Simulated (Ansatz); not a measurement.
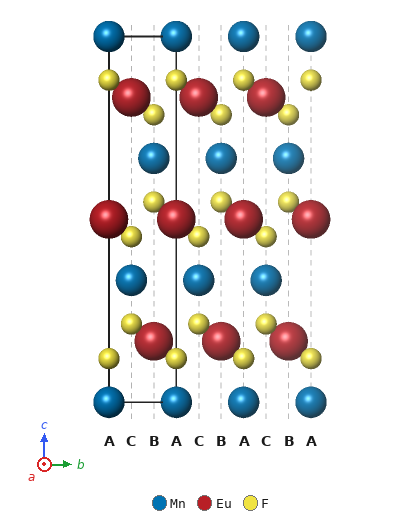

The picture looks along a close-packed row of the hexagonal mesh; c points upwards. The dashed lines mark the three columns A (0, 0), B (1/3, 2/3) and C (2/3, 1/3). The sequence starts with the first layer at or above the cell's origin.

System EuMnF2; source of the atomic positions: the geometry relaxed (final pressure about 9.9 GPa) with DFT, PAW plane waves, pbe+U (Ansatz 0.2.0); the starting structure was generated, so it need not be a known form of this composition.

**List the layers of one repeat.**

Mn(A) – F(A) – Eu(B) – F(C) – Mn(C) – F(C) – Eu(A) – F(B) – Mn(B) – F(B) – Eu(C) – F(A) (twelve layers in 17.88 Å).

**How are the F layers alone stacked?**

F layers alone: ACCBBA, a sequence in which some neighbouring layers lie directly above each other.

**Which positions between or in the F layers do the other atoms fill?**

Eu: three octahedral sites; Mn: three linear sites (per hexagonal cell).

Heights of the layers:

```
layer  atoms (column)  height (Å)  to next (Å)
    1           Mn(A)        0.00         2.13
    2            F(A)        2.13         0.85
    3           Eu(B)        2.98         0.85
    4            F(C)        3.83         2.13
    5           Mn(C)        5.96         2.13
    6            F(C)        8.09         0.85
    7           Eu(A)        8.94         0.85
    8            F(B)        9.79         2.13
    9           Mn(B)       11.92         2.13
   10            F(B)       14.05         0.85
   11           Eu(C)       14.90         0.85
   12            F(A)       15.75         2.13
```
